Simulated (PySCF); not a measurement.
# C₃H₇ClOSi: NMR shifts at several levels of theory, part 2 of 2

PySCF 2.14.0. Atoms count from 0.

### 8 NMR shieldings: CAM-B3LYP/pcSseg-1

The job: settings as JSON, then the geometry in Å.

```
{"job": {"kind": "nmr", "xc": "CAM-B3LYP", "basis": "pcSseg-1", "pop": false}, "charge": 0, "multiplicity": 1}
Cl     2.304675     2.718724    -4.389436
Si     2.890584     2.024845    -2.523625
O      1.858304     0.856648    -1.990458
C      0.560808     1.005165    -1.508583
C     -0.259752     2.226697    -1.789574
C     -0.590028     0.913308    -2.452124
H      2.917120     3.204399    -1.617700
H      4.212347     1.374444    -2.671534
H      0.448728     0.538510    -0.524193
H      0.165677     3.005750    -2.429016
H     -0.909709     2.604486    -0.995953
H     -1.483420     0.365666    -2.141232
H     -0.337136     0.823479    -3.511851
```

With the program's defaults for keys left out, this is: GIAO CAM-B3LYP/pcSseg-1 NMR shielding, non-relativistic, gas phase.

The log of the run:

```text
coarse grid: 11936 points
cycle   1  E = -943.2278995972  dE =  8.652e-01  |g| = 6.963e-01  |ddm| = 3.149e+00
cycle   2  E = -943.1889479344  dE =  3.895e-02  |g| = 8.816e-01  |ddm| = 1.095e+00
cycle   3  E = -943.3216151178  dE = -1.327e-01  |g| = 9.002e-02  |ddm| = 6.290e-01
cycle   4  E = -943.3231115679  dE = -1.496e-03  |g| = 3.404e-02  |ddm| = 1.014e-01
cycle   5  E = -943.3233658243  dE = -2.543e-04  |g| = 3.922e-03  |ddm| = 3.214e-02
cycle   6  E = -943.3233690476  dE = -3.223e-06  |g| = 1.814e-03  |ddm| = 5.382e-03
final grid: 106112 points
cycle   7  E = -943.3726816457  dE = -2.066e-05  |g| = 4.038e-03  |ddm| = 1.362e-02
cycle   8  E = -943.3726817639  dE = -1.182e-07  |g| = 4.168e-03  |ddm| = 5.931e-03
cycle   9  E = -943.3726853608  dE = -3.597e-06  |g| = 5.232e-04  |ddm| = 2.878e-03
cycle  10  E = -943.3726854057  dE = -4.486e-08  |g| = 1.683e-04  |ddm| = 4.907e-04
cycle  11  E = -943.3726854110  dE = -5.338e-09  |g| = 2.453e-05  |ddm| = 1.641e-04
cycle  12  E = -943.3726854112  dE = -1.394e-10  |g| = 8.409e-06  |ddm| = 3.870e-05
converged SCF energy = -943.3726854112

GIAO shielding tensors (ppm)
atom      isotropic    diamagn.    paramagn.     s11        s22        s33       span
  0 Cl     884.194    1146.953    -262.759    712.796    916.590   1023.197    310.401
  1 Si     361.964     876.395    -514.431    338.770    350.984    396.139     57.370
  2 O      271.876     396.505    -124.629    217.637    254.416    343.574    125.937
  3 C      130.564     241.572    -111.008     82.970    103.171    205.551    122.581
  4 C      176.017     258.426     -82.409    144.375    169.475    214.201     69.826
  5 C      174.705     253.784     -79.080    138.829    169.891    215.393     76.564
  6 H       26.086      27.895      -1.809     22.688     24.465     31.104      8.417
  7 H       26.382      26.438      -0.056     22.022     24.540     32.584     10.562
  8 H       27.816      32.250      -4.433     21.302     26.739     35.408     14.106
  9 H       30.120      31.953      -1.833     23.705     28.822     37.833     14.128
 10 H       30.842      32.885      -2.043     25.130     26.269     41.126     15.996
 11 H       30.718      32.165      -1.446     24.972     26.311     40.873     15.902
 12 H       30.549      30.657      -0.108     24.331     29.866     37.450     13.120
```

Run time: 20 s. Hardware: 1 thread of Arm Neoverse V2, shared host; peak memory 0.84 GiB.

This run: δ C3 51.9, C4 7.1, Cl0 55, Si1 -18.6, H6 5.09, H8 3.51 ppm (means over like atoms).

### 9 Shielding tensors: wB97X-D/pcSseg-1

Settings changed since step 8:

```diff
@@ -1,2 +1,2 @@
-{"job": {"kind": "nmr", "xc": "CAM-B3LYP", "basis": "pcSseg-1", "pop": false}, "charge": 0, "multiplicity": 1}
+{"job": {"kind": "nmr", "xc": "wB97X-D", "basis": "pcSseg-1", "pop": false}, "charge": 0, "multiplicity": 1}
 Cl     2.304675     2.718724    -4.389436
```

Method: GIAO wB97X-D/pcSseg-1 NMR shielding, non-relativistic, gas phase.

The log of the run:

```text
coarse grid: 11936 points
cycle   1  E = -943.2230730215  dE =  8.972e-01  |g| = 6.858e-01  |ddm| = 3.143e+00
cycle   2  E = -943.2110466620  dE =  1.203e-02  |g| = 7.913e-01  |ddm| = 9.973e-01
cycle   3  E = -943.3167071801  dE = -1.057e-01  |g| = 7.765e-02  |ddm| = 5.218e-01
cycle   4  E = -943.3178943865  dE = -1.187e-03  |g| = 3.010e-02  |ddm| = 9.009e-02
cycle   5  E = -943.3181004711  dE = -2.061e-04  |g| = 3.484e-03  |ddm| = 3.149e-02
cycle   6  E = -943.3181040753  dE = -3.604e-06  |g| = 1.440e-03  |ddm| = 6.795e-03
final grid: 106112 points
cycle   7  E = -943.3703356182  dE = -1.451e-04  |g| = 5.183e-03  |ddm| = 3.675e-02
cycle   8  E = -943.3703397457  dE = -4.128e-06  |g| = 3.841e-03  |ddm| = 1.011e-02
cycle   9  E = -943.3703425971  dE = -2.851e-06  |g| = 5.791e-04  |ddm| = 3.342e-03
cycle  10  E = -943.3703426522  dE = -5.513e-08  |g| = 4.243e-04  |ddm| = 8.375e-04
cycle  11  E = -943.3703426841  dE = -3.189e-08  |g| = 6.528e-05  |ddm| = 3.740e-04
cycle  12  E = -943.3703426854  dE = -1.291e-09  |g| = 2.204e-05  |ddm| = 1.236e-04
cycle  13  E = -943.3703426856  dE = -1.610e-10  |g| = 5.265e-06  |ddm| = 3.769e-05
converged SCF energy = -943.3703426856

GIAO shielding tensors (ppm)
atom      isotropic    diamagn.    paramagn.     s11        s22        s33       span
  0 Cl     890.437    1146.828    -256.391    723.285    922.858   1025.169    301.883
  1 Si     369.144     876.627    -507.483    346.259    357.862    403.311     57.052
  2 O      273.897     396.448    -122.551    221.967    256.811    342.912    120.945
  3 C      132.779     242.088    -109.309     86.471    105.780    206.086    119.615
  4 C      177.407     259.247     -81.840    146.730    170.547    214.944     68.213
  5 C      176.275     254.419     -78.144    141.653    171.050    216.120     74.467
  6 H       26.115      27.941      -1.827     22.694     24.489     31.162      8.468
  7 H       26.417      26.491      -0.074     22.064     24.566     32.621     10.557
  8 H       27.890      32.153      -4.263     21.386     26.756     35.529     14.143
  9 H       30.179      32.145      -1.965     23.738     28.876     37.923     14.185
 10 H       30.892      32.817      -1.925     25.154     26.283     41.240     16.085
 11 H       30.772      32.056      -1.284     25.004     26.311     41.000     15.997
 12 H       30.589      30.853      -0.264     24.348     29.883     37.536     13.188
```

It took 20 s on 1 thread of Arm Neoverse V2, shared host; peak memory 0.88 GiB.

In short: δ C3 51.8, C4 7.7, Cl0 49, Si1 -16.2, H6 5.11, H8 3.49 ppm (means over like atoms).

### 10 Nuclear shieldings: LC-wPBE/pcSseg-1

Settings changed since step 9:

```diff
@@ -1,2 +1,2 @@
-{"job": {"kind": "nmr", "xc": "wB97X-D", "basis": "pcSseg-1", "pop": false}, "charge": 0, "multiplicity": 1}
+{"job": {"kind": "nmr", "xc": "LC-wPBE", "basis": "pcSseg-1", "pop": false}, "charge": 0, "multiplicity": 1}
 Cl     2.304675     2.718724    -4.389436
```

With the program's defaults for keys left out, this is: GIAO LC-wPBE/pcSseg-1 NMR shielding, non-relativistic, gas phase.

The log of the run:

```text
coarse grid: 11936 points
cycle   1  E = -942.9489121127  dE =  9.798e-01  |g| = 6.909e-01  |ddm| = 3.131e+00
cycle   2  E = -942.9640832795  dE = -1.517e-02  |g| = 7.182e-01  |ddm| = 8.977e-01
cycle   3  E = -943.0475174283  dE = -8.343e-02  |g| = 7.508e-02  |ddm| = 4.417e-01
cycle   4  E = -943.0486808247  dE = -1.163e-03  |g| = 3.053e-02  |ddm| = 8.758e-02
cycle   5  E = -943.0488938688  dE = -2.130e-04  |g| = 4.420e-03  |ddm| = 3.366e-02
cycle   6  E = -943.0488998922  dE = -6.023e-06  |g| = 1.519e-03  |ddm| = 8.142e-03
final grid: 106112 points
cycle   7  E = -943.1137943962  dE = -5.277e-05  |g| = 5.437e-03  |ddm| = 2.238e-02
cycle   8  E = -943.1137958826  dE = -1.486e-06  |g| = 4.109e-03  |ddm| = 5.656e-03
cycle   9  E = -943.1137987319  dE = -2.849e-06  |g| = 8.835e-04  |ddm| = 2.609e-03
cycle  10  E = -943.1137988622  dE = -1.302e-07  |g| = 1.972e-04  |ddm| = 6.235e-04
cycle  11  E = -943.1137988561  dE =  6.062e-09  |g| = 5.696e-05  |ddm| = 2.444e-04
cycle  12  E = -943.1137988571  dE = -1.030e-09  |g| = 8.916e-06  |ddm| = 9.302e-05
cycle  13  E = -943.1137988572  dE = -4.707e-11  |g| = 2.649e-06  |ddm| = 3.147e-05
converged SCF energy = -943.1137988572

GIAO shielding tensors (ppm)
atom      isotropic    diamagn.    paramagn.     s11        s22        s33       span
  0 Cl     906.830    1146.789    -239.959    745.290    940.139   1035.061    289.771
  1 Si     371.091     876.629    -505.537    349.177    357.601    406.496     57.319
  2 O      286.989     396.100    -109.111    237.035    270.536    353.396    116.360
  3 C      137.527     241.356    -103.830     92.165    111.496    208.918    116.753
  4 C      181.309     259.399     -78.090    151.052    175.731    217.143     66.090
  5 C      180.307     254.364     -74.057    146.593    176.156    218.171     71.578
  6 H       26.157      27.895      -1.738     22.754     24.514     31.202      8.448
  7 H       26.419      26.450      -0.031     22.077     24.565     32.615     10.538
  8 H       27.871      31.822      -3.951     21.320     26.591     35.702     14.381
  9 H       30.106      32.319      -2.213     23.606     28.679     38.034     14.428
 10 H       30.796      32.737      -1.941     24.984     26.039     41.366     16.382
 11 H       30.671      31.918      -1.247     24.851     26.040     41.123     16.272
 12 H       30.468      30.890      -0.422     24.138     29.594     37.673     13.534
```

It took 24 s on 1 thread of Arm Neoverse V2, shared host; peak memory 0.8 GiB.

Key values: δ C3 51.0, C4 7.8, Cl0 40, Si1 -12.6, H6 5.04, H8 3.45 ppm (means over like atoms).

### 11 Nuclear shieldings: PBE0/STO-3G

Settings changed since step 10:

```diff
@@ -1,2 +1,2 @@
-{"job": {"kind": "nmr", "xc": "LC-wPBE", "basis": "pcSseg-1", "pop": false}, "charge": 0, "multiplicity": 1}
+{"job": {"kind": "nmr", "xc": "PBE0", "basis": "STO-3G", "pop": true}, "charge": 0, "multiplicity": 1}
 Cl     2.304675     2.718724    -4.389436
```

Method: GIAO PBE0/STO-3G NMR shielding, non-relativistic, gas phase.

The log of the run:

```text
coarse grid: 11936 points
cycle   1  E = -932.1413159087  dE =  4.614e-01  |g| = 5.499e-01  |ddm| = 4.443e+00
cycle   2  E = -932.0888193121  dE =  5.250e-02  |g| = 7.640e-01  |ddm| = 1.916e+00
cycle   3  E = -932.2544057630  dE = -1.656e-01  |g| = 8.358e-02  |ddm| = 1.154e+00
cycle   4  E = -932.2570309833  dE = -2.625e-03  |g| = 2.531e-02  |ddm| = 1.970e-01
cycle   5  E = -932.2572394817  dE = -2.085e-04  |g| = 5.600e-03  |ddm| = 4.190e-02
cycle   6  E = -932.2572503442  dE = -1.086e-05  |g| = 6.845e-04  |ddm| = 9.749e-03
cycle   7  E = -932.2572505135  dE = -1.693e-07  |g| = 1.436e-04  |ddm| = 1.346e-03
final grid: 106112 points
cycle   8  E = -932.2036686526  dE = -4.133e-06  |g| = 4.552e-03  |ddm| = 1.430e-02
cycle   9  E = -932.2036675640  dE =  1.089e-06  |g| = 4.895e-03  |ddm| = 1.295e-02
cycle  10  E = -932.2036748593  dE = -7.295e-06  |g| = 4.519e-04  |ddm| = 7.328e-03
cycle  11  E = -932.2036749320  dE = -7.270e-08  |g| = 2.604e-05  |ddm| = 7.498e-04
cycle  12  E = -932.2036749322  dE = -1.637e-10  |g| = 1.278e-05  |ddm| = 4.976e-05
converged SCF energy = -932.2036749322

GIAO shielding tensors (ppm)
atom      isotropic    diamagn.    paramagn.     s11        s22        s33       span
  0 Cl    1168.495    1127.808      40.687   1078.671   1180.155   1246.660    167.990
  1 Si     539.636     865.887    -326.251    467.968    544.027    606.912    138.944
  2 O      397.492     378.946      18.546    300.007    426.608    465.861    165.854
  3 C      186.923     251.893     -64.970    148.366    169.103    243.300     94.934
  4 C      220.047     255.941     -35.894    195.038    215.813    249.289     54.250
  5 C      220.104     253.304     -33.200    196.796    216.979    246.536     49.740
  6 H       29.388      30.233      -0.844     25.399     26.567     36.199     10.800
  7 H       29.156      29.093       0.063     24.387     26.449     36.632     12.245
  8 H       30.540      35.644      -5.104     23.721     28.383     39.515     15.793
  9 H       32.256      31.378       0.877     25.479     31.525     39.763     14.283
 10 H       32.085      32.878      -0.794     25.978     27.853     42.422     16.444
 11 H       31.929      32.568      -0.639     25.787     27.692     42.307     16.519
 12 H       31.785      30.065       1.720     24.658     31.257     39.440     14.782
```

Wall time 3.6 s (1 thread of Arm Neoverse V2, shared host); peak memory 0.41 GiB.

In short: δ C3 47.8, C4 14.6, Cl0 -143, Si1 -22.0, H6 3.33, H8 2.07 ppm (means over like atoms).

### 12 NMR shieldings: PBE0/6-31G

Settings changed since step 11:

```diff
@@ -1,2 +1,2 @@
-{"job": {"kind": "nmr", "xc": "PBE0", "basis": "STO-3G", "pop": true}, "charge": 0, "multiplicity": 1}
+{"job": {"kind": "nmr", "xc": "PBE0", "basis": "6-31G", "pop": true}, "charge": 0, "multiplicity": 1}
 Cl     2.304675     2.718724    -4.389436
```

With the program's defaults for keys left out, this is: GIAO PBE0/6-31G NMR shielding, non-relativistic, gas phase.

The log of the run:

```text
coarse grid: 11936 points
cycle   1  E = -942.7825085441  dE =  9.044e-01  |g| = 6.476e-01  |ddm| = 3.356e+00
cycle   2  E = -942.6675574710  dE =  1.150e-01  |g| = 1.018e+00  |ddm| = 1.780e+00
cycle   3  E = -942.8776147057  dE = -2.101e-01  |g| = 1.315e-01  |ddm| = 1.151e+00
cycle   4  E = -942.8820370060  dE = -4.422e-03  |g| = 2.753e-02  |ddm| = 2.006e-01
cycle   5  E = -942.8822405422  dE = -2.035e-04  |g| = 5.715e-03  |ddm| = 3.679e-02
cycle   6  E = -942.8822497996  dE = -9.257e-06  |g| = 1.303e-03  |ddm| = 8.479e-03
final grid: 106112 points
cycle   7  E = -942.8207328392  dE = -8.560e-06  |g| = 7.803e-03  |ddm| = 1.949e-02
cycle   8  E = -942.8207182797  dE =  1.456e-05  |g| = 1.161e-02  |ddm| = 1.733e-02
cycle   9  E = -942.8207460892  dE = -2.781e-05  |g| = 1.250e-03  |ddm| = 1.115e-02
cycle  10  E = -942.8207464605  dE = -3.713e-07  |g| = 6.147e-05  |ddm| = 1.418e-03
cycle  11  E = -942.8207464617  dE = -1.250e-09  |g| = 1.878e-05  |ddm| = 1.625e-04
cycle  12  E = -942.8207464618  dE = -1.098e-10  |g| = 5.465e-06  |ddm| = 3.817e-05
converged SCF energy = -942.8207464618

GIAO shielding tensors (ppm)
atom      isotropic    diamagn.    paramagn.     s11        s22        s33       span
  0 Cl     927.394    1147.181    -219.786    760.273    965.246   1056.664    296.390
  1 Si     421.606     877.878    -456.272    380.495    415.668    468.656     88.161
  2 O      279.292     396.415    -117.123    235.689    258.686    343.501    107.812
  3 C      148.213     237.659     -89.446    103.160    124.402    217.077    113.918
  4 C      190.227     258.208     -67.982    160.367    187.187    223.127     62.760
  5 C      189.495     254.711     -65.217    156.087    187.673    224.724     68.637
  6 H       27.027      27.517      -0.490     23.078     25.067     32.937      9.860
  7 H       27.144      27.947      -0.803     22.282     24.927     34.224     11.942
  8 H       28.882      27.886       0.997     22.003     27.776     36.868     14.865
  9 H       31.481      33.015      -1.533     25.233     30.791     38.420     13.188
 10 H       31.832      30.689       1.143     26.215     27.390     41.891     15.676
 11 H       31.637      30.208       1.429     25.898     27.332     41.681     15.783
 12 H       31.536      32.337      -0.801     25.056     31.342     38.209     13.153
```

It took 7.4 s on 1 thread of Arm Neoverse V2, shared host; peak memory 0.5 GiB.

Key values: δ C3 51.3, C4 9.7, Cl0 4, Si1 23.1, H6 5.53, H8 3.73 ppm (means over like atoms).

### 13 Run by run: NMR shifts

Shifts (ppm) of some atoms, chosen among heavy atoms and hydrogens apart, means over like atoms, with basis size and wall time:

| run | C3 | C4 | H6 | H8 | Cl0 | Si1 | O2 | functions | time |
| --- | --- | --- | --- | --- | --- | --- | --- | --- | --- |
| PBE0/pcSseg-1 | 52.3 | 7.4 | 5.24 | 3.54 | 58 | -16.4 | 67.1 | 151 | 15 s |
| mPW1PW91/pcSseg-1 | 52.3 | 7.5 | 5.19 | 3.53 | 54 | -16.7 | 65.7 | 151 | 14 s |
| WP04/pcSseg-1 | 54.7 | 9.0 | 4.53 | 3.40 | 17 | -26.9 | 56.4 | 151 | 15 s |
| B97-2/pcSseg-1 | 51.9 | 7.4 | 5.13 | 3.53 | 48 | -19.1 | 63.6 | 151 | 14 s |
| BHandHLYP/pcSseg-1 | 49.2 | 6.1 | 4.91 | 3.42 | 38 | -21.2 | 54.8 | 151 | 15 s |
| CAM-B3LYP/pcSseg-1 | 51.9 | 7.1 | 5.09 | 3.51 | 55 | -18.6 | 66.7 | 151 | 20 s |
| wB97X-D/pcSseg-1 | 51.8 | 7.7 | 5.11 | 3.49 | 49 | -16.2 | 59.3 | 151 | 20 s |
| LC-wPBE/pcSseg-1 | 51.0 | 7.8 | 5.04 | 3.45 | 40 | -12.6 | 51.7 | 151 | 24 s |
| PBE0/STO-3G | 47.8 | 14.6 | 3.33 | 2.07 | -143 | -22.0 | -55.8 | 45 | 3.6 s |
| PBE0/6-31G | 51.3 | 9.7 | 5.53 | 3.73 | 4 | 23.1 | 39.2 | 76 | 7.4 s |

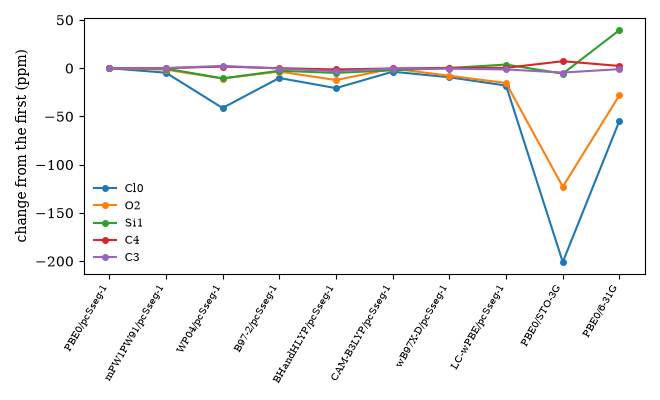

How five of the tabulated atoms move from run to run.

### 14 Results

This closing draws on all 2 parts.

| quantity | value |
| --- | --- |
| point group | C1 |
| rotational constants (main isotopes) | 3.89, 1.55, 1.27 GHz |
| ¹³C shifts against TMS (PBE0/pcSseg-1, means over atoms taken as alike) | 52.3, 7.4 ppm |
| ¹H shifts against TMS (PBE0/pcSseg-1, means over atoms taken as alike) | 5.24, 3.54, 0.98, 0.54 ppm |
| ³⁵Cl shifts against HCl (PBE0/pcSseg-1) | 58 ppm |
| ²⁹Si shifts against TMS (PBE0/pcSseg-1) | -16.4 ppm |
| ¹⁷O shifts against H2O (PBE0/pcSseg-1) | 67.1 ppm |
| range of the shift of Cl0 | -143 to 58 ppm |
| property runs in this session | 10, of which 0 failed and 1 gave unsound results |

**Reading.** Single values in the summary come from the first run of each kind that ended normally (PBE0/pcSseg-1), which need not be the best level. Over 17 steps the energy fell by 0.238 eV; of the close pairs, Cl0–Si1 changed most, 2.005 to 2.075 Å. At PBE0/pcSseg-1: The largest span, 305 ppm, is at Cl0, where the paramagnetic term is -262 ppm. Across the 10 runs the shift of Cl0 moves most, between -143 (PBE0/STO-3G) and 58 ppm (PBE0/pcSseg-1). A minimal basis is unusable for shieldings, so that end is no result.
